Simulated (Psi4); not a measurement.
# GaHCl2: single-point calculation

The run: single-point calculation of GaHCl2, SMILES [Cl][GaH][Cl]. Method and program: B3LYP/cc-pVTZ, RKS (Psi4 1.11).

The geometry was optimised with B3LYP/cc-pVTZ.

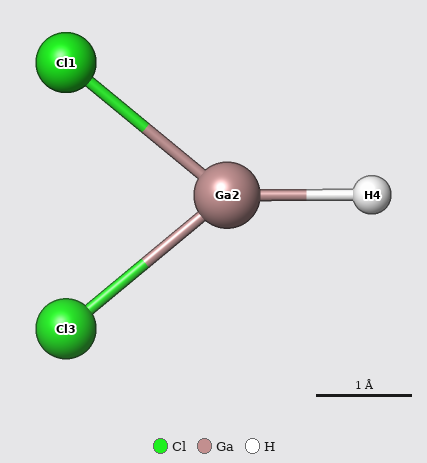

*The input geometry (ball-and-stick view, seen on its broad side; atoms are numbered from 1 in the order of the input). Sticks mark near contacts.*

Bond lengths as drawn: Cl–Ga 2.20 Å and Ga–H 1.52 Å.

### Input (job.in)
```
memory 1600 mb

molecule {
  0 1
  Cl    -1.754127     0.039398    -0.479600
  Ga     0.387515     0.257687    -0.012950
  Cl     0.062305    -1.852468     0.528752
  H      1.496084     1.303784    -0.047303
}


result, w = energy('b3lyp/cc-pVTZ', return_wfn=True)
print_variables()
```

Run as:
```bash
psi4 -n 1 job.in job.out
```

### Output
```
Psi4 1.11 release

   => Loading Basis Set <=

    Name: CC-PVTZ
    Role: ORBITAL
    Keyword: BASIS

         ---------------------------------------------------------
                                   SCF
                              RKS Reference
                        1 Threads,   1525 MiB Core
         ---------------------------------------------------------

  ==> Geometry <==

    Molecular point group: c1
    Full point group: C1

    Geometry (in Angstrom), charge = 0, multiplicity = 1:

       Center              X                  Y                   Z               Mass
    ------------   -----------------  -----------------  -----------------  -----------------
         CL          -1.532897676002     0.356302393310    -0.485166051179    34.968852682000
         GA           0.608744323998     0.574591393310    -0.018516051179    68.925573500000
         CL           0.283534323998    -1.535563606690     0.523185948821    34.968852682000
         H            1.717313323998     1.620688393310    -0.052869051179     1.007825032230

  Running in c1 symmetry.

  Rotational constants: A =      0.15967  B =      0.12212  C =      0.06920 [cm^-1]
  Rotational constants: A =   4786.89892  B =   3660.95253  C =   2074.44578 [MHz]
  Nuclear repulsion =  323.516794602191226

  Charge       = 0
  Multiplicity = 1
  Electrons    = 66
  Nalpha       = 33
  Nbeta        = 33

  ==> Algorithm <==

  SCF Algorithm Type is DF.
  DIIS enabled.
  MOM disabled.
  Fractional occupation disabled.
  Guess Type is SAD.
  Energy threshold   = 1.00e-06
  Density threshold  = 1.00e-06
  Integral threshold = 1.00e-12

  ==> Primary Basis <==

  Basis Set: CC-PVTZ
    Blend: CC-PVTZ
    Number of shells: 45
    Number of basis functions: 125
    Number of Cartesian functions: 142
    Spherical Harmonics?: true
    Max angular momentum: 3

  ==> DFT Potential <==

   => LibXC <=

    Version 7.1.2

   => Composite Functional: B3LYP <=

    B3LYP Hyb-GGA Exchange-Correlation Functional

    Deriv               =              1
    GGA                 =           TRUE
    Meta                =          FALSE

    Exchange Hybrid     =           TRUE
    MP2 Hybrid          =          FALSE

   => Exchange Functionals <=

    0.0800   Slater exchange
    0.7200         Becke 88

   => Exact (HF) Exchange <=

    0.2000               HF

   => Correlation Functionals <=

    0.1900   Vosko, Wilk & Nusair (VWN5_RPA)
    0.8100   Lee, Yang & Parr

   => LibXC Density Thresholds  <==

    XC_HYB_GGA_XC_B3LYP:  1.00E-15

   => Molecular Quadrature <=

    Radial Scheme          =       TREUTLER
    Pruning Scheme         =           NONE
    Nuclear Scheme         =       TREUTLER

    Blocking Scheme        =         OCTREE
    BS radius alpha        =              1
    Pruning alpha          =              1
    Radial Points          =             75
    Spherical Points       =            302
    Total Points           =          86243
    Total Blocks           =            729
    Max Points             =            256
    Max Functions          =            125
    Weights Tolerance      =       1.00E-15

   => Loading Basis Set <=

    Name: (CC-PVTZ AUX)
    Role: JKFIT
    Keyword: DF_BASIS_SCF

  ==> Integral Setup <==

  DFHelper Memory: AOs need 0.061 GiB; user supplied 0.856 GiB.
  SCF_SUBTYPE=INCORE selected. In-core MEM_DF algorithm will be used.
  Using in-core AOs.

  ==> MemDFJK: Density-Fitted J/K Matrices <==

    J tasked:                   Yes
    K tasked:                   Yes
    wK tasked:                   No
    Memory [MiB]:               876
    Algorithm:                 Core
    Schwarz Cutoff:           1E-12
    Mask sparsity (%):       0.0000
    Fitting Condition:        1E-10

   => Auxiliary Basis Set <=

  Basis Set: (CC-PVTZ AUX)
    Blend: CC-PVTZ-JKFIT
    Number of shells: 135
    Number of basis functions: 479
    Number of Cartesian functions: 594
    Spherical Harmonics?: true
    Max angular momentum: 4

  Cached 100.0% of DFT collocation blocks in 0.262 [GiB].

  Minimum eigenvalue in the overlap matrix is 2.1419288869E-03.
  Reciprocal condition number of the overlap matrix is 5.0705843898E-04.
    Using symmetric orthogonalization.

  ==> Pre-Iterations <==

  SCF Guess: Superposition of Atomic Densities via on-the-fly atomic UHF (no occupation information).

   -------------------------
    Irrep   Nso     Nmo
   -------------------------
     A        125     125
   -------------------------
    Total     125     125
   -------------------------

  ==> Iterations <==

                           Total Energy        Delta E     RMS |[F,P]|

   @DF-RKS iter SAD: -2842.64255043434878   -2.84264e+03   0.00000e+00
   @DF-RKS iter   1: -2844.67867546933439   -2.03613e+00   1.66961e-02 DIIS/ADIIS
   @DF-RKS iter   2: -2811.22732252955757    3.34514e+01   8.41520e-02 DIIS/ADIIS
   @DF-RKS iter   3: -2845.16117465174693   -3.39339e+01   1.64474e-02 DIIS/ADIIS
   @DF-RKS iter   4: -2846.07527169223749   -9.14097e-01   8.81379e-04 DIIS/ADIIS
   @DF-RKS iter   5: -2846.07890882539232   -3.63713e-03   3.73765e-04 DIIS/ADIIS
   @DF-RKS iter   6: -2846.07967139437142   -7.62569e-04   1.48429e-04 DIIS/ADIIS
   @DF-RKS iter   7: -2846.07989369433699   -2.22300e-04   1.37790e-05 DIIS
   @DF-RKS iter   8: -2846.07989494462208   -1.25029e-06   4.20407e-06 DIIS
   @DF-RKS iter   9: -2846.07989506924878   -1.24627e-07   5.13152e-07 DIIS
  Energy and wave function converged.

  ==> Post-Iterations <==

   Electrons on quadrature grid:
      Ntotal   =   66.0000068472 ; deviation = 6.847e-06

    Orbital Energies [Eh]
    ---------------------

    Doubly Occupied:

       1A   -372.642383     2A   -101.533848     3A   -101.533844
       4A    -46.003545     5A    -40.757349     6A    -40.754822
       7A    -40.752941     8A     -9.440411     9A     -9.440406
      10A     -7.200893    11A     -7.200889    12A     -7.196485
      13A     -7.196481    14A     -7.194894    15A     -7.194890
      16A     -5.574628    17A     -3.862046    18A     -3.855546
      19A     -3.851033    20A     -0.917003    21A     -0.912162
      22A     -0.912125    23A     -0.908733    24A     -0.907577
      25A     -0.813100    26A     -0.772128    27A     -0.488282
      28A     -0.398606    29A     -0.349226    30A     -0.339067
      31A     -0.338040    32A     -0.304131    33A     -0.267026

    Virtual:

      34A     -0.086373    35A     -0.067505    36A     -0.027921
      37A      0.044016    38A      0.102106    39A      0.144653
      40A      0.149716    41A      0.151492    42A      0.181826
      43A      0.191581    44A      0.194898    45A      0.228706
      46A      0.244377    47A      0.358781    48A      0.360032
      49A      0.370853    50A      0.373077    51A      0.396622
      52A      0.411377    53A      0.429219    54A      0.439748
      55A      0.470191    56A      0.472006    57A      0.518076
      58A      0.533402    59A      0.549302    60A      0.550928
      61A      0.635912    62A      0.669143    63A      0.709684
      64A      0.757808    65A      0.830513    66A      0.864641
      67A      0.880020    68A      0.881157    69A      0.896455
      70A      0.929624    71A      0.958846    72A      0.966201
      73A      0.967547    74A      1.036543    75A      1.053769
      76A      1.122140    77A      1.164005    78A      1.206329
      79A      1.291719    80A      1.492180    81A      1.717863
      82A      1.838143    83A      1.874712    84A      1.891544
      85A      1.946861    86A      1.960259    87A      1.972377
      88A      1.989535    89A      1.992492    90A      2.000412
      91A      2.030605    92A      2.033412    93A      2.084431
      94A      2.095192    95A      2.095987    96A      2.097010
      97A      2.114697    98A      2.147642    99A      2.153654
     100A      2.157902   101A      2.169969   102A      2.234333
     103A      2.263396   104A      2.268246   105A      2.288372
     106A      2.290182   107A      2.338491   108A      2.358796
     109A      2.433231   110A      2.465596   111A      2.508436
     112A      2.649176   113A      2.802463   114A      3.112574
     115A      3.134938   116A      3.257015   117A      3.434253
     118A      3.474617   119A      3.623335   120A      3.829784
     121A      3.873219   122A      3.942124   123A      4.479418
     124A      4.877509   125A      5.041610

    Final Occupation by Irrep:
              A
    DOCC [    33 ]
    NA   [    33 ]
    NB   [    33 ]

  @DF-RKS Final Energy: -2846.07989506924878

   => Energetics <=

    Nuclear Repulsion Energy =            323.5167946021912257
    One-Electron Energy =               -4600.5334929432528952
    Two-Electron Energy =                1537.1836068929937937
    DFT Exchange-Correlation Energy =    -106.2468036211808595
    Empirical Dispersion Energy =           0.0000000000000000
    VV10 Nonlocal Energy =                  0.0000000000000000
    Total Energy =                      -2846.0798950692487779

Computation Completed

Properties will be evaluated at   0.000000,   0.000000,   0.000000 [a0]

Properties computed using the SCF density matrix

 Multipole Moments:

 ------------------------------------------------------------------------------------
     Multipole            Electronic (a.u.)      Nuclear  (a.u.)        Total (a.u.)
 ------------------------------------------------------------------------------------

 L = 1.  Multiply by 2.5417464519 to convert [e a0] to [Debye]
 Dipole X            :          2.3327247           -1.2298141            1.1029105
 Dipole Y            :          2.2021458           -1.1610837            1.0410621
 Dipole Z            :         -0.0701770            0.0367960           -0.0333809
 Magnitude           :                                                    1.5170156

 ------------------------------------------------------------------------------------

	total time  =          9 seconds =       0.15 minutes

  Variable Map:
  ----------------------------------------------------------------------------
  "CURRENT ENERGY"              =>   -2846.079895069249
  "CURRENT REFERENCE ENERGY"    =>   -2846.079895069249
  "DD SOLVATION ENERGY"         =>       0.000000000000
  "DFT FUNCTIONAL TOTAL ENERGY" =>   -2846.079895069249
  "DFT TOTAL ENERGY"            =>   -2846.079895069249
  "DFT VV10 ENERGY"             =>       0.000000000000
  "DFT XC ENERGY"               =>    -106.246803621181
  "GRID ELECTRONS ALPHA"        =>      33.000003423596
  "GRID ELECTRONS BETA"         =>      33.000003423596
  "GRID ELECTRONS TOTAL"        =>      66.000006847192
  "NUCLEAR REPULSION ENERGY"    =>     323.516794602191
  "ONE-ELECTRON ENERGY"         =>   -4600.533492943253
  "PCM POLARIZATION ENERGY"     =>       0.000000000000
  "PE ENERGY"                   =>       0.000000000000
  "SCF ITERATION ENERGY"        =>   -2846.079895069249
  "SCF ITERATIONS"              =>       9.000000000000
  "SCF TOTAL ENERGY"            =>   -2846.079895069249
  "TWO-ELECTRON ENERGY"         =>    1537.183606892994
  "XC GRID RADIAL POINTS"       =>      75.000000000000
  "XC GRID SPHERICAL POINTS"    =>     302.000000000000
  "XC GRID TOTAL POINTS"        =>   86243.000000000000

  Array Variable Map:
  ----------------------------------------------------------------------------
  "CURRENT DIPOLE"              =>       1.102910545629 ... -0.033380949543 1 by 3
  "SCF DIPOLE"                  =>       1.102910545629 ... -0.033380949543 1 by 3
  "SCF TOTAL ENERGIES"          =>   -2842.642550434349 ... -2846.079895069249 1 by 10

    Psi4 run time: 0:00:09.41
```

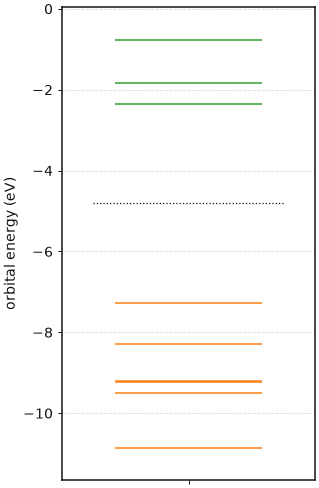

*Orbital energies near the frontier; the dotted line parts filled from empty levels, and levels within 0.02 eV of each other stand side by side.*

Highest filled −7.27 eV, lowest empty −2.35 eV, 4.92 eV apart.

### Results in brief

- outcome: converged
- total energy: −2846.079895 hartree
- basis functions: 125
- HOMO: −7.27 eV
- LUMO: −2.35 eV
- dipole moment: 3.86 D
- hardware: 1 thread of AMD EPYC (Zen 3), 16 GiB of memory available, shared host
- wall time: 11 s
- peak memory: 0.91 GiB
